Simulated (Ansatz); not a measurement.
# Run report: Ge₂H₇Br, molecular dynamics (part 5 of 5)

Ge₂H₇Br; RKS B3LYP-D4/def2-SVP (Ansatz 0.2.0). It belongs to a series of runs on one base structure; here: dynamics from the highest image of the converged band.

Geometry of the input (Å):
```
Ge -0.2602  0.0430  0.0270
Ge -0.0513  -0.0149  2.8614
H  -1.1398  -0.1720  3.9330
H  0.9433  -1.1871  2.8550
H  0.6661  1.3419  2.9424
H  1.2658  0.1479  0.3441
H  -0.7001  1.3564  -0.6146
H  -0.5129  -1.2943  -0.6643
Br -3.0938  -0.1533  0.8062
H  -1.2197  -0.0677  1.5323
```

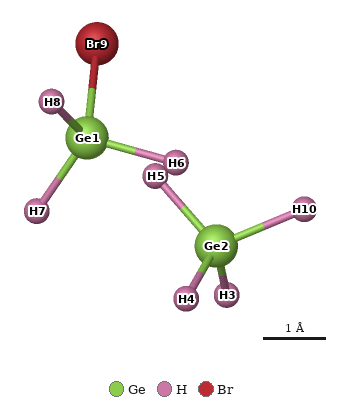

**Figure 1.** The geometry at step 170 of the log (ball-and-stick view, seen at a tilt; atoms are numbered from 1 in the order of the input).

Trajectory as extended XYZ, continued
```
10
Properties=species:S:1:pos:R:3:forces:R:3 step=137 time_fs=68.5 energy=-183177.58805 temperature=1848.5
Ge   -0.5951    0.0332   -0.0880   -1.0173  -0.0150  -1.2957
Ge    0.0358   -0.0424    3.0992    0.5052   0.8297   0.6672
H    -0.1284    0.5927    4.4684   -0.1065  -0.0147   0.7251
H     1.6187    0.0685    2.8780   -0.9156  -0.3493  -0.1558
H    -0.7501    0.9684    2.2140    0.3271  -0.1671   0.3006
H     0.3447   -0.5939    0.9019    0.3490  -0.2802   0.0335
H    -0.3552    1.5443   -0.3826    0.0513  -0.4095   0.1580
H    -0.4905   -0.8594   -1.3675   -0.1967   0.3212   0.1139
Br   -2.8723   -0.1213    0.6759    0.6752  -0.0834  -0.3721
H    -0.6410   -1.4358    3.0936    0.3283   0.1685  -0.1747
10
Properties=species:S:1:pos:R:3:forces:R:3 step=140 time_fs=70.0 energy=-183177.66685 temperature=1924.4
Ge   -0.6098    0.0327   -0.0991   -0.7819  -0.3375  -0.9975
Ge    0.0402   -0.0426    3.1144   -0.0062   0.6875   1.1612
H    -0.1182    0.6363    4.5011    0.0038  -0.2615   0.2034
H     1.5807    0.1061    2.8302   -0.5488  -0.3593  -0.1266
H    -0.8125    0.8998    2.2383    0.2733  -0.0099   0.1886
H     0.3087   -0.6521    0.8830    0.2780  -0.1973   0.0321
H    -0.3475    1.5312   -0.3271    0.1029  -0.1214   0.0551
H    -0.4896   -0.8380   -1.3850   -0.2217   0.3181   0.0105
Br   -2.8615   -0.1199    0.6711    0.4266  -0.1026  -0.3756
H    -0.6250   -1.4604    3.1507    0.4740   0.3838  -0.1511
10
Properties=species:S:1:pos:R:3:forces:R:3 step=142 time_fs=71.0 energy=-183177.69742 temperature=1954.0
Ge   -0.6198    0.0323   -0.1067   -0.5769  -0.5904  -0.7327
Ge    0.0431   -0.0426    3.1246   -0.3780   0.6292   1.5119
H    -0.1114    0.6625    4.5261    0.0720  -0.4200  -0.1297
H     1.5482    0.1269    2.7967   -0.2033  -0.3369  -0.1361
H    -0.8508    0.8537    2.2569    0.2152   0.0959   0.1125
H     0.2882   -0.6933    0.8707    0.1816  -0.0992  -0.0290
H    -0.3412    1.5206   -0.2893    0.1451   0.0898   0.0002
H    -0.4917   -0.8199   -1.3964   -0.2311   0.2932  -0.0868
Br   -2.8543   -0.1190    0.6679    0.2485  -0.1134  -0.3719
H    -0.6089   -1.4726    3.1870    0.5269   0.4517  -0.1383
10
Properties=species:S:1:pos:R:3:forces:R:3 step=145 time_fs=72.5 energy=-183177.70824 temperature=1964.7
Ge   -0.6348    0.0315   -0.1182   -0.2273  -0.9162  -0.3283
Ge    0.0473   -0.0424    3.1405   -0.8922   0.5924   1.9401
H    -0.0999    0.6940    4.5604    0.1561  -0.5909  -0.5045
H     1.4971    0.1523    2.7440    0.3581  -0.2646  -0.1945
H    -0.9045    0.7865    2.2867    0.1245   0.2266   0.0214
H     0.2603   -0.7566    0.8516    0.0137   0.0825  -0.1606
H    -0.3290    1.5069   -0.2327    0.2011   0.3327  -0.0501
H    -0.4989   -0.7876   -1.4154   -0.2353   0.2411  -0.2482
Br   -2.8434   -0.1177    0.6629   -0.0369  -0.1265  -0.3567
H    -0.5753   -1.4827    3.2390    0.5382   0.4230  -0.1186
10
Properties=species:S:1:pos:R:3:forces:R:3 step=148 time_fs=74.0 energy=-183177.70984 temperature=1966.6
Ge   -0.6500    0.0305   -0.1298    0.1507  -1.0519  -0.0184
Ge    0.0512   -0.0420    3.1568   -1.1825   0.6443   2.1310
H    -0.0850    0.7130    4.5843    0.2164  -0.6536  -0.6886
H     1.4534    0.1719    2.6870    0.7479  -0.1786  -0.2554
H    -0.9555    0.7241    2.3170    0.0725   0.2971  -0.0165
H     0.2327   -0.8181    0.8291   -0.1254   0.2569  -0.2792
H    -0.3126    1.5000   -0.1772    0.2185   0.3771  -0.0696
H    -0.5111   -0.7500   -1.4397   -0.2322   0.2014  -0.3815
Br   -2.8325   -0.1163    0.6579   -0.3445  -0.1359  -0.3286
H    -0.5302   -1.4840    3.2884    0.4787   0.2432  -0.0931
10
Properties=species:S:1:pos:R:3:forces:R:3 step=151 time_fs=75.5 energy=-183177.73991 temperature=1995.6
Ge   -0.6650    0.0291   -0.1414    0.5455  -0.9560   0.1226
Ge    0.0549   -0.0415    3.1738   -1.0938   0.7930   1.9627
H    -0.0655    0.7180    4.5935    0.2543  -0.5970  -0.6703
H     1.4252    0.1877    2.6247    0.7505  -0.1284  -0.2181
H    -1.0048    0.6681    2.3470    0.0905   0.2990   0.0077
H     0.2025   -0.8742    0.8006   -0.1972   0.3776  -0.3417
H    -0.2916    1.5008   -0.1231    0.1770   0.1978  -0.0851
H    -0.5284   -0.7081   -1.4721   -0.2282   0.2024  -0.4312
Br   -2.8218   -0.1151    0.6528   -0.6740  -0.1410  -0.2856
H    -0.4749   -1.4802    3.3358    0.3751  -0.0473  -0.0609
10
Properties=species:S:1:pos:R:3:forces:R:3 step=153 time_fs=76.5 energy=-183177.77389 temperature=2028.2
Ge   -0.6750    0.0281   -0.1492    0.8090  -0.7982   0.1077
Ge    0.0571   -0.0410    3.1855   -0.8463   0.9009   1.6254
H    -0.0495    0.7142    4.5917    0.2684  -0.4896  -0.5409
H     1.4154    0.1966    2.5806    0.5389  -0.1258  -0.1076
H    -1.0366    0.6342    2.3671    0.1395   0.2697   0.0504
H     0.1801   -0.9072    0.7777   -0.2000   0.4130  -0.3437
H    -0.2754    1.5040   -0.0881    0.1203  -0.0009  -0.1053
H    -0.5427   -0.6777   -1.4988   -0.2268   0.2302  -0.3996
Br   -2.8147   -0.1142    0.6494   -0.9048  -0.1417  -0.2472
H    -0.4333   -1.4778    3.3666    0.3018  -0.2576  -0.0392
10
Properties=species:S:1:pos:R:3:forces:R:3 step=156 time_fs=78.0 energy=-183177.81507 temperature=2067.8
Ge   -0.6897    0.0263   -0.1607    1.1801  -0.4998  -0.0720
Ge    0.0602   -0.0400    3.2034   -0.3709   0.9343   0.8478
H    -0.0207    0.7002    4.5800    0.2764  -0.2256  -0.1710
H     1.4094    0.2076    2.5129    0.0687  -0.1508   0.1542
H    -1.0816    0.5882    2.3983    0.2402   0.2017   0.1295
H     0.1431   -0.9493    0.7371   -0.1372   0.3867  -0.2878
H    -0.2492    1.5082   -0.0375    0.0139  -0.3124  -0.1538
H    -0.5681   -0.6279   -1.5457   -0.2251   0.2991  -0.2564
Br   -2.8042   -0.1130    0.6441   -1.2643  -0.1385  -0.1720
H    -0.3658   -1.4794    3.4122    0.2183  -0.4948  -0.0186
10
Properties=species:S:1:pos:R:3:forces:R:3 step=159 time_fs=79.5 energy=-183177.81715 temperature=2069.8
Ge   -0.7041    0.0244   -0.1724    1.4934  -0.1953  -0.4012
Ge    0.0633   -0.0388    3.2215    0.0267   0.6722  -0.0619
H     0.0141    0.6814    4.5648    0.2782   0.1256   0.3526
H     1.4049    0.2154    2.4486   -0.3655  -0.1758   0.4367
H    -1.1215    0.5465    2.4323    0.3269   0.1306   0.1967
H     0.1032   -0.9833    0.6905   -0.0053   0.2647  -0.1747
H    -0.2226    1.5057    0.0098   -0.0866  -0.5389  -0.2115
H    -0.5984   -0.5716   -1.5981   -0.2183   0.3692  -0.0352
Br   -2.7942   -0.1118    0.6388   -1.6335  -0.1306  -0.0718
H    -0.2935   -1.4913    3.4573    0.1840  -0.5217  -0.0296
10
Properties=species:S:1:pos:R:3:forces:R:3 step=162 time_fs=81.0 energy=-183177.78983 temperature=2043.7
Ge   -0.7181    0.0224   -0.1841    1.7376   0.0677  -0.8045
Ge    0.0663   -0.0373    3.2397    0.2631   0.1455  -0.7930
H     0.0548    0.6654    4.5572    0.2864   0.4501   0.8346
H     1.3928    0.2194    2.3936   -0.6281  -0.1746   0.6479
H    -1.1544    0.5077    2.4705    0.3543   0.0785   0.2303
H     0.0633   -1.0118    0.6401    0.1659   0.0705  -0.0374
H    -0.1979    1.4919    0.0525   -0.1532  -0.6212  -0.2574
H    -0.6333   -0.5075   -1.6511   -0.1998   0.4062   0.2018
Br   -2.7845   -0.1107    0.6335   -2.0036  -0.1192   0.0559
H    -0.2172   -1.5140    3.5018    0.1774  -0.3035  -0.0782
10
Properties=species:S:1:pos:R:3:forces:R:3 step=164 time_fs=82.0 energy=-183177.77580 temperature=2030.3
Ge   -0.7271    0.0211   -0.1920    1.8709   0.1945  -1.0687
Ge    0.0684   -0.0363    3.2516    0.3510  -0.2368  -1.0130
H     0.0854    0.6596    4.5614    0.2934   0.5697   0.9854
H     1.3776    0.2201    2.3644   -0.6901  -0.1542   0.7235
H    -1.1721    0.4828    2.4986    0.3264   0.0603   0.2306
H     0.0384   -1.0296    0.6059    0.2772  -0.0709   0.0421
H    -0.1832    1.4753    0.0779   -0.1692  -0.5880  -0.2715
H    -0.6590   -0.4599   -1.6844   -0.1794   0.4023   0.3389
Br   -2.7784   -0.1100    0.6300   -2.2460  -0.1106   0.1565
H    -0.1642   -1.5331    3.5306    0.1660  -0.0662  -0.1237
10
Properties=species:S:1:pos:R:3:forces:R:3 step=167 time_fs=83.5 energy=-183177.78272 temperature=2036.8
Ge   -0.7401    0.0192   -0.2042    2.0559   0.2608  -1.3926
Ge    0.0716   -0.0349    3.2693    0.4364  -0.6726  -0.8076
H     0.1366    0.6611    4.5851    0.2812   0.5305   0.8176
H     1.3425    0.2183    2.3335   -0.6186  -0.0924   0.7192
H    -1.1931    0.4466    2.5449    0.2133   0.0586   0.2026
H     0.0064   -1.0580    0.5555    0.3945  -0.2381   0.1000
H    -0.1640    1.4403    0.1113   -0.1428  -0.4152  -0.2565
H    -0.7008   -0.3814   -1.7279   -0.1378   0.3514   0.4802
Br   -2.7697   -0.1089    0.6248   -2.5959  -0.0985   0.3281
H    -0.0818   -1.5622    3.5713    0.1137   0.3156  -0.1910
10
Properties=species:S:1:pos:R:3:forces:R:3 step=170 time_fs=85.0 energy=-183177.80400 temperature=2057.1
Ge   -0.7526    0.0174   -0.2168    2.2573   0.1375  -1.5800
Ge    0.0749   -0.0337    3.2868    0.4970  -0.8765  -0.0815
H     0.1937    0.6736    4.6258    0.2109   0.2875   0.2808
H     1.2944    0.2146    2.3179   -0.3661   0.0071   0.5579
H    -1.2096    0.4116    2.5955    0.0373   0.0776   0.1565
H    -0.0174   -1.0913    0.5071    0.4126  -0.2828   0.0538
H    -0.1479    1.3965    0.1392   -0.0565  -0.1306  -0.1926
H    -0.7454   -0.2954   -1.7613   -0.0876   0.2559   0.5227
Br   -2.7618   -0.1078    0.6196   -2.9220  -0.0900   0.5187
H     0.0030   -1.5846    3.6080    0.0172   0.6143  -0.2364
10
Properties=species:S:1:pos:R:3:forces:R:3 step=173 time_fs=86.5 energy=-183177.79422 temperature=2047.5
Ge   -0.7643    0.0156   -0.2299    2.4950  -0.1357  -1.6244
Ge    0.0783   -0.0327    3.3042    0.5030  -0.9082   0.8333
H     0.2552    0.6923    4.6724    0.0851  -0.0019  -0.3295
H     1.2386    0.2112    2.3141    0.0250   0.1397   0.2416
H    -1.2253    0.3784    2.6496   -0.1467   0.0971   0.1187
H    -0.0324   -1.1304    0.4596    0.3289  -0.1831  -0.0826
H    -0.1329    1.3500    0.1630    0.0669   0.1866  -0.0907
H    -0.7920   -0.2039   -1.7835   -0.0355   0.1353   0.4621
Br   -2.7546   -0.1068    0.6146   -3.2169  -0.0873   0.7194
H     0.0881   -1.5940    3.6397   -0.1049   0.7575  -0.2479
10
Properties=species:S:1:pos:R:3:forces:R:3 step=175 time_fs=87.5 energy=-183177.76214 temperature=2016.7
Ge   -0.7717    0.0143   -0.2389    2.6770  -0.3327  -1.5909
Ge    0.0807   -0.0322    3.3160    0.4610  -0.8637   1.3876
H     0.2974    0.7051    4.7004   -0.0122  -0.1577  -0.6582
H     1.2012    0.2104    2.3148    0.3129   0.2377  -0.0267
H    -1.2373    0.3573    2.6870   -0.2370   0.0996   0.1107
H    -0.0384   -1.1589    0.4272    0.2362  -0.0589  -0.1964
H    -0.1222    1.3207    0.1777    0.1449   0.3591  -0.0189
H    -0.8235   -0.1411   -1.7927   -0.0030   0.0529   0.3735
Br   -2.7503   -0.1061    0.6113   -3.3931  -0.0894   0.8543
H     0.1437   -1.5914    3.6579   -0.1868   0.7530  -0.2350
10
Properties=species:S:1:pos:R:3:forces:R:3 step=178 time_fs=89.0 energy=-183177.69963 temperature=1956.6
Ge   -0.7822    0.0124   -0.2527    2.9881  -0.5231  -1.4838
Ge    0.0844   -0.0317    3.3340    0.3686  -0.6985   1.9463
H     0.3603    0.7213    4.7299   -0.1500  -0.2967  -0.9611
H     1.1514    0.2137    2.3147    0.6513   0.3691  -0.4020
H    -1.2596    0.3275    2.7453   -0.2759   0.0786   0.1329
H    -0.0434   -1.2021    0.3747    0.0832   0.1534  -0.3550
H    -0.1036    1.2836    0.1995    0.2070   0.4766   0.0569
H    -0.8708   -0.0463   -1.8002    0.0393  -0.0570   0.2012
Br   -2.7446   -0.1051    0.6067   -3.6222  -0.0983   1.0520
H     0.2236   -1.5742    3.6810   -0.2893   0.5958  -0.1874
10
Properties=species:S:1:pos:R:3:forces:R:3 step=181 time_fs=90.5 energy=-183177.66319 temperature=1921.5
Ge   -0.7918    0.0103   -0.2671    3.3331  -0.4951  -1.3637
Ge    0.0882   -0.0314    3.3525    0.3443  -0.4019   2.0062
H     0.4199    0.7312    4.7391   -0.2525  -0.3127  -1.0241
H     1.1152    0.2249    2.3063    0.7117   0.4333  -0.5638
H    -1.2876    0.2993    2.8065   -0.1817   0.0316   0.1846
H    -0.0466   -1.2422    0.3147   -0.0458   0.3306  -0.4611
H    -0.0806    1.2564    0.2224    0.1656   0.3884   0.0589
H    -0.9172    0.0474   -1.8034    0.0747  -0.1397   0.0381
Br   -2.7399   -0.1041    0.6023   -3.8033  -0.1137   1.2383
H     0.2974   -1.5446    3.7001   -0.3460   0.2792  -0.1136
10
Properties=species:S:1:pos:R:3:forces:R:3 step=184 time_fs=92.0 energy=-183177.66579 temperature=1923.7
Ge   -0.8003    0.0081   -0.2818    3.6612  -0.2555  -1.3005
Ge    0.0922   -0.0312    3.3717    0.4328  -0.0211   1.5223
H     0.4742    0.7346    4.7267   -0.2972  -0.2055  -0.8553
H     1.0938    0.2452    2.2862    0.4525   0.3950  -0.4113
H    -1.3194    0.2718    2.8716    0.0083  -0.0246   0.2361
H    -0.0507   -1.2752    0.2448   -0.1239   0.4234  -0.4984
H    -0.0542    1.2373    0.2464    0.0326   0.1532  -0.0150
H    -0.9620    0.1382   -1.8056    0.1083  -0.1981  -0.0538
Br   -2.7362   -0.1032    0.5983   -3.9296  -0.1346   1.4073
H     0.3638   -1.5090    3.7168   -0.3450  -0.1323  -0.0314
10
Properties=species:S:1:pos:R:3:forces:R:3 step=186 time_fs=93.0 energy=-183177.67267 temperature=1930.2
Ge   -0.8055    0.0066   -0.2918    3.8311  -0.0164  -1.3174
Ge    0.0948   -0.0311    3.3847    0.5133   0.2061   0.9768
H     0.5070    0.7343    4.7079   -0.2844  -0.0663  -0.6208
H     1.0853    0.2635    2.2677    0.1749   0.3175  -0.1810
H    -1.3407    0.2532    2.9178    0.1514  -0.0577   0.2558
H    -0.0548   -1.2923    0.1923   -0.1424   0.4269  -0.4869
H    -0.0361    1.2267    0.2624   -0.0789  -0.0278  -0.0891
H    -0.9907    0.1963   -1.8076    0.1331  -0.2311  -0.0600
Br   -2.7344   -0.1026    0.5958   -3.9799  -0.1512   1.5076
H     0.4039   -1.4864    3.7274   -0.3181  -0.3999   0.0150
10
Properties=species:S:1:pos:R:3:forces:R:3 step=189 time_fs=94.5 energy=-183177.66431 temperature=1922.1
Ge   -0.8122    0.0043   -0.3072    3.9615   0.3943  -1.4379
Ge    0.0990   -0.0308    3.4045    0.5887   0.3626   0.0363
H     0.5511    0.7332    4.6696   -0.1933   0.2279  -0.1219
H     1.0748    0.2964    2.2375   -0.2445   0.1572   0.2115
H    -1.3696    0.2243    2.9917    0.3344  -0.0905   0.2525
H    -0.0635   -1.3104    0.1050   -0.1212   0.3429  -0.4262
H    -0.0105    1.2098    0.2845   -0.2317  -0.2585  -0.2019
H    -1.0312    0.2794   -1.8115    0.1753  -0.2817   0.0023
Br   -2.7325   -0.1017    0.5924   -4.0008  -0.1793   1.6353
H     0.4585   -1.4601    3.7438   -0.2684  -0.6748   0.0499
10
Properties=species:S:1:pos:R:3:forces:R:3 step=192 time_fs=96.0 energy=-183177.63622 temperature=1895.2
Ge   -0.8177    0.0022   -0.3230    3.9161   0.7958  -1.6363
Ge    0.1033   -0.0305    3.4243    0.6047   0.2179  -0.7770
H     0.5912    0.7371    4.6288   -0.0408   0.5530   0.4277
H     1.0593    0.3326    2.2117   -0.5486  -0.0114   0.5206
H    -1.3915    0.1934    3.0709    0.4320  -0.0984   0.2118
H    -0.0747   -1.3213    0.0085   -0.0550   0.1709  -0.3350
H     0.0101    1.1876    0.3023   -0.3240  -0.3876  -0.2801
H    -1.0678    0.3563   -1.8153    0.2195  -0.3354   0.1069
Br   -2.7317   -0.1009    0.5895   -3.9538  -0.2105   1.7312
H     0.5072   -1.4480    3.7610   -0.2501  -0.6943   0.0301
10
Properties=species:S:1:pos:R:3:forces:R:3 step=195 time_fs=97.5 energy=-183177.62597 temperature=1885.5
Ge   -0.8221    0.0002   -0.3393    3.7108   1.0998  -1.8473
Ge    0.1078   -0.0301    3.4438    0.6523  -0.1032  -1.1787
H     0.6304    0.7526    4.5969    0.0798   0.7537   0.7895
H     1.0322    0.3686    2.1969   -0.6936  -0.1504   0.6695
H    -1.4042    0.1605    3.1547    0.4203  -0.0823   0.1474
H    -0.0870   -1.3286   -0.0952    0.0243  -0.0344  -0.2413
H     0.0239    1.1572    0.3142   -0.3273  -0.3947  -0.2947
H    -1.0998    0.4261   -1.8168    0.2564  -0.3821   0.1960
Br   -2.7320   -0.1001    0.5870   -3.8402  -0.2440   1.7907
H     0.5505   -1.4504    3.7789   -0.2829  -0.4625  -0.0311
10
Properties=species:S:1:pos:R:3:forces:R:3 step=197 time_fs=98.5 energy=-183177.64713 temperature=1906.0
Ge   -0.8244   -0.0009   -0.3505    3.5099   1.1978  -1.9680
Ge    0.1109   -0.0298    3.4566    0.7479  -0.2858  -1.1318
H     0.6573    0.7718    4.5846    0.0837   0.7393   0.8247
H     1.0060    0.3911    2.1948   -0.7042  -0.2137   0.6678
H    -1.4077    0.1375    3.2123    0.3550  -0.0612   0.1009
H    -0.0951   -1.3336   -0.1673    0.0614  -0.1474  -0.1881
H     0.0292    1.1322    0.3186   -0.2740  -0.3336  -0.2608
H    -1.1181    0.4681   -1.8156    0.2718  -0.4008   0.2250
Br   -2.7328   -0.0996    0.5856   -3.7298  -0.2668   1.8089
H     0.5760   -1.4578    3.7905   -0.3217  -0.2278  -0.0786
10
Properties=species:S:1:pos:R:3:forces:R:3 step=200 time_fs=100.0 energy=-183177.71448 temperature=1970.8
Ge   -0.8269   -0.0022   -0.3677    3.1587   1.1281  -2.1015
Ge    0.1158   -0.0295    3.4756    0.9682  -0.3893  -0.6353
H     0.6988    0.8132    4.5804   -0.0514   0.4787   0.5811
H     0.9543    0.4208    2.2033   -0.6050  -0.2504   0.5098
H    -1.4068    0.1021    3.3006    0.1974  -0.0214   0.0402
H    -0.1061   -1.3438   -0.2788    0.0623  -0.2170  -0.1227
H     0.0325    1.0892    0.3208   -0.1148  -0.1607  -0.1435
H    -1.1407    0.5239   -1.8098    0.2758  -0.3984   0.2064
Br   -2.7348   -0.0990    0.5840   -3.5185  -0.3003   1.8027
H     0.6084   -1.4724    3.8064   -0.3727   0.1307  -0.1371
```

Results in brief

| quantity | value |
| --- | --- |
| outcome | finished |
| mean temperature over the second half | 1788 K |
| trajectory | 200 steps, 100 fs |
| ensemble | nve |
| temperature in the input | 300.0 K |
| time step | 0.5 fs |
| potential energy (last step) | −183177.7148 eV |
| mean-field energy (last step) | −183177.3839 eV |
| largest force (length of the vector) (last step) | 3.965 eV/Å |
| wall time | 9.9 min (CPU time 37 min) |
| peak memory | 0.4 GiB |

So short a trajectory is not equilibrated.
